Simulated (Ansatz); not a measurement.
**One shape, several levels: singlet CH4FSi−**

We compute a comparison of 6 runs (HF/3-21G, HF/6-311+G**, BLYP/6-311+G**, r2SCAN/6-311+G**, wB97M-V/6-311+G**, RPA@PBE0/6-311+G**) of singlet CH4FSi−. 

The calculation is run with Ansatz 0.2.0.

59 further runs of the same task are left out: 1 that didn't finish, 58 set aside as unsound or not needed.

## Step 1: The system as given

CH4FSi−: 7 atoms, total charge -1, spin state singlet. SMILES of the parent species: `[CH2][SiH2]F`. The shape is that of a PBE0-D4/def2-TZVP optimisation. This is one conformer, not always the lowest. That shape belongs to the parent species and isn't relaxed for this state.

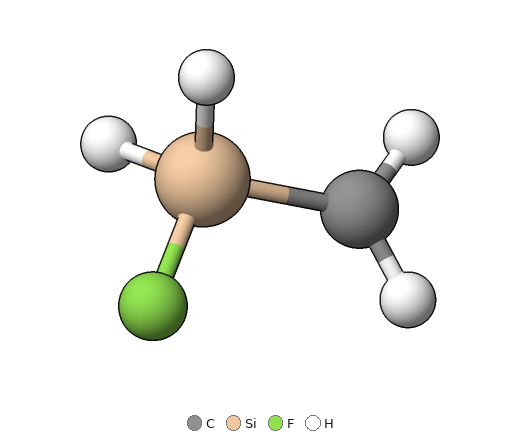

The structure, seen from a chosen angle (carbon grey, silicon light orange, fluorine green, hydrogen white).

## Step 2: The energy at HF/3-21G (run 1)

Contents of input.yaml:

```yaml
crystal:
  periodic: [false, false, false]
  atoms:
    - {symbol: C, position_ang: [-0.871900, 0.281100, -0.615800]}
    - {symbol: Si, position_ang: [0.588600, -0.157300, 0.392500]}
    - {symbol: F, position_ang: [0.652600, -1.749500, 0.550500]}
    - {symbol: H, position_ang: [-1.536000, -0.466000, -1.038500]}
    - {symbol: H, position_ang: [-1.136000, 1.310700, -0.837900]}
    - {symbol: H, position_ang: [0.509900, 0.430600, 1.755300]}
    - {symbol: H, position_ang: [1.854000, 0.282500, -0.251700]}
basis:
  gaussian: {orbitals: 3-21G.json}
total_charge: -1
hamiltonian: {xc: hf}
accuracy: high
output: {orbitals: {seedname: orbitals}}
```

The basis set 3-21G is read from a file made from the Basis Set Exchange's data (not shown).

Command:

```console
ansatz run input.yaml --threads 1 --pin off --max-ram 3480MiB --events-out events.jsonl --progress --plain --runs-dir runs
```

The log of the run:

```text
Warning: RAYON_NUM_THREADS=1 ignored (pool sized by the plan → 1); use --threads N
Functional definition: HF
  name "HF"
  exchange = exact_x
  correlation = 0
873 factors; integrals over basis functions are off by at most 3.8e-9 eV
mean field evaluation 1: about -11596.6973 eV, gradient 2.3e1 eV
mean field evaluation 2: about -11596.9501 eV, gradient 2.4e1 eV
mean field evaluation 4: about -11598.5601 eV, gradient 1.8e0 eV
mean field evaluation 8: about -11598.5767 eV, gradient 1.2e-1 eV
mean field evaluation 16: about -11598.5768 eV, gradient 2.1e-8 eV
mean field -11598.57676902 eV, -426.2398344636 hartree, gradient 2.1e-8 eV, S^2 0.000000; 0 other end points of the search recorded, 0 dependent functions left out
reference -11598.57676902 eV, -426.2398344636 hartree; 17, 17 occupied and 22, 22 virtual orbitals, 873 factors
Total energy: -11598.57676902 eV, -426.2398344636 hartree
```

It took 0.28 s on 1 thread of Arm Neoverse V2, shared host.

## Step 3: A single-point energy at HF/6-311+G(d,p) (run 2)

Contents of molecule.yaml:

```yaml
crystal:
  periodic: [false, false, false]
  atoms:
    - {symbol: C, position_ang: [-0.871900, 0.281100, -0.615800]}
    - {symbol: Si, position_ang: [0.588600, -0.157300, 0.392500]}
    - {symbol: F, position_ang: [0.652600, -1.749500, 0.550500]}
    - {symbol: H, position_ang: [-1.536000, -0.466000, -1.038500]}
    - {symbol: H, position_ang: [-1.136000, 1.310700, -0.837900]}
    - {symbol: H, position_ang: [0.509900, 0.430600, 1.755300]}
    - {symbol: H, position_ang: [1.854000, 0.282500, -0.251700]}
basis:
  gaussian: {orbitals: 6-311+G_st__st_-spherical.json}
total_charge: -1
accuracy: high
output: {orbitals: {seedname: orbitals}}
hamiltonian: {xc: hf}
```

The basis set 6-311+G** is read from a file made from the Basis Set Exchange's data (not shown).

Command:

```console
ansatz run molecule.yaml --threads 1 --pin off --max-ram 3480MiB --events-out events.jsonl --progress --plain --runs-dir runs
```

The log of the run:

```text
Warning: RAYON_NUM_THREADS=1 ignored (pool sized by the plan → 1); use --threads N
[... 4 set-up lines as earlier in the session ...]
1833 factors; integrals over basis functions are off by at most 4.3e-9 eV
mean field evaluation 1: about -11660.4398 eV, gradient 3.0e1 eV
mean field evaluation 2: about -11660.5081 eV, gradient 3.0e1 eV
mean field evaluation 4: about -11663.1098 eV, gradient 2.9e0 eV
mean field evaluation 8: about -11663.1510 eV, gradient 2.6e-1 eV
mean field evaluation 16: about -11663.1517 eV, gradient 1.5e-8 eV
mean field -11663.15168319 eV, -428.6129187891 hartree, gradient 1.6e-8 eV, S^2 0.000000; 0 other end points of the search recorded, 0 dependent functions left out
reference -11663.15168319 eV, -428.6129187891 hartree; 17, 17 occupied and 81, 81 virtual orbitals, 1833 factors
Total energy: -11663.15168319 eV, -428.6129187891 hartree
```

Run time: 2.2 s. Hardware: 1 thread of Arm Neoverse V2, shared host; peak memory 0.23 GiB.

Run 3 isn't shown in full; the table further down has it.

## Step 4: A single-point energy at r2SCAN/6-311+G(d,p) (run 4)

Contents of job.yaml:

```yaml
crystal:
  periodic: [false, false, false]
  atoms:
    - {symbol: C, position_ang: [-0.871900, 0.281100, -0.615800]}
    - {symbol: Si, position_ang: [0.588600, -0.157300, 0.392500]}
    - {symbol: F, position_ang: [0.652600, -1.749500, 0.550500]}
    - {symbol: H, position_ang: [-1.536000, -0.466000, -1.038500]}
    - {symbol: H, position_ang: [-1.136000, 1.310700, -0.837900]}
    - {symbol: H, position_ang: [0.509900, 0.430600, 1.755300]}
    - {symbol: H, position_ang: [1.854000, 0.282500, -0.251700]}
basis:
  gaussian:
    orbitals: 6-311+G_st__st_-spherical.json
total_charge: -1
magnetization:
  spin_polarized: false
hamiltonian:
  xc: {name: r2SCAN}
accuracy: high
output: {orbitals: {seedname: orbitals}}
```

The basis set 6-311+G** is read from a file made from the Basis Set Exchange's data (not shown).

Command:

```console
ansatz run job.yaml --threads 1 --pin off --max-ram 3480MiB --events-out events.jsonl --progress --plain --runs-dir runs
```

The log of the run:

```text
Warning: RAYON_NUM_THREADS=1 ignored (pool sized by the plan → 1); use --threads N
Functional definition: r2SCAN
  name "r2SCAN"
  parameter k0 = 0.174
  parameter k1 = 0.065
  parameter a1 = 4.9479
  exchange = r2scan_x(k0 = k0, k1 = k1, a1 = a1)
  correlation = r2scan_c
1833 factors; integrals over basis functions are off by at most 4.3e-9 eV
mean field evaluation 1: about -11687.1646 eV, gradient 6.0e1 eV
mean field evaluation 2: about -11644.6746 eV, gradient 1.1e2 eV
mean field evaluation 4: about -11696.0351 eV, gradient 6.9e0 eV
mean field evaluation 8: about -11696.1240 eV, gradient 2.6e-1 eV
mean field evaluation 16: about -11696.1242 eV, gradient 2.3e-5 eV
mean field -11696.12419283 eV, -429.8246361687 hartree, gradient 2.8e-8 eV, S^2 0.000000; 0 other end points of the search recorded, 0 dependent functions left out
reference -11696.12419417 eV, -429.8246362179 hartree; 17, 17 occupied and 81, 81 virtual orbitals, 1833 factors
Total energy: -11696.12419417 eV, -429.8246362179 hartree
```

It took 10 s on 1 thread of Arm Neoverse V2, shared host; peak memory 0.27 GiB.

Run 5 isn't shown in full; the table further down has it.

## Step 5: A single-point energy at RPA@PBE0/6-311+G(d,p) (run 6)

Edit input.yaml of step 2 so:

```diff
@@ -11,6 +11,7 @@
 basis:
-  gaussian: {orbitals: 3-21G.json}
+  gaussian: {orbitals: 6-311+G_st__st_-spherical.json}
 total_charge: -1
-hamiltonian: {xc: hf}
+magnetization: {spin_polarized: false}
+hamiltonian: {xc: {name: PBE0}}
+correlation: {method: rpa, frozen_orbitals: {C: 1, F: 1, H: 0, Si: 5}}
 accuracy: high
-output: {orbitals: {seedname: orbitals}}
```

The basis set 6-311+G** is read from a file made from the Basis Set Exchange's data (not shown).

Command:

```console
ansatz run input.yaml --threads 1 --pin off --max-ram 3480MiB --events-out events.jsonl --progress --plain --runs-dir runs
```

The log of the run, cut to the lines that bear on the results:

```text
Warning: RAYON_NUM_THREADS=1 ignored (pool sized by the plan → 1); use --threads N
Functional definition: PBE0
  name "PBE0"
[...]
1833 factors; integrals over basis functions are off by at most 4.3e-9 eV
[...]
mean field -11691.28974234 eV, -429.6469733902 hartree, gradient 5.2e-8 eV, S^2 0.000000; 0 other end points of the search recorded, 0 dependent functions left out
7 core orbitals not correlated: weight in the atoms' cores, before any rotation towards them, 1.000 or more for the frozen orbitals, at most 0.000 for the correlated occupied ones
reference -11662.61152942 eV, -428.5930685040 hartree; 10, 10 occupied and 81, 81 virtual orbitals, 1833 factors
Total energy: -11681.70295189 eV, -429.2946653393 hartree
```

Wall time 11 s (1 thread of Arm Neoverse V2, shared host); peak memory 0.39 GiB.

## Step 6: All runs side by side

```csv
run,level,frozen core orbitals,energy (Eh),HOMO energy (eV),LUMO energy (eV),HOMO–LUMO gap (eV),wall time
1,HF/3-21G,–,-426.239834,-0.22,10.28,10.50,0.28 s
2,HF/6-311+G**,–,-428.612919,-1.08,5.18,6.26,2.2 s
3,BLYP/6-311+G**,–,-429.886377,2.15,3.60,1.46,5.4 s
4,r2SCAN/6-311+G**,–,-429.824636,1.89,4.22,2.32,10 s
5,wB97M-V/6-311+G**,–,-429.846312,-1.04,4.52,5.57,60 s
6,RPA@PBE0/6-311+G**,7,-429.294665,–,–,–,11 s
```

## Step 7: Summary of results

| quantity | value |
| --- | --- |
| run 6: total energy | -429.29467 Eh |
| run 6: RPA correlation energy (valence) | -701.6 mEh |

In words: Over runs 1, 2, 3, 4, 5 the HOMO–LUMO gap runs from 1.46 eV (BLYP/6-311+G**) to 10.50 eV (HF/3-21G). The two ends differ in method and basis. The empty levels of an anion lie above zero and hang on the basis. Totals of different functionals can't be ranked against each other. In runs 3, 4 the HOMO lies above zero, so the outermost electron may be held by the basis alone. All runs together took 89 s, the longest 60 s.
